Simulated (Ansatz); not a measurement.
Base system: CuI in the zinc blende structure (space group F-43m, No. 216; a = 6.0228 Å).

The change: cell and atoms relaxed at a pressure of 0.9 GPa.

Level of theory: r2SCAN (Ansatz, a program for electronic structure), no spin-orbit coupling.

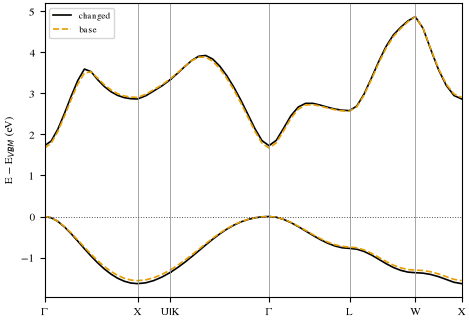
Fig. 1. Highest valence and lowest conduction band along the path, each from its own valence-band maximum

Q: Read the changed gap and its character from the plot.

A: About 1.7 eV, direct at Γ.

Spin-orbit coupling, missing from the scalar runs, can matter with I. Load acts through the strain it causes; cell and atoms are relaxed under it. Stability against distortions was not tested. All final runs are without spin polarisation.
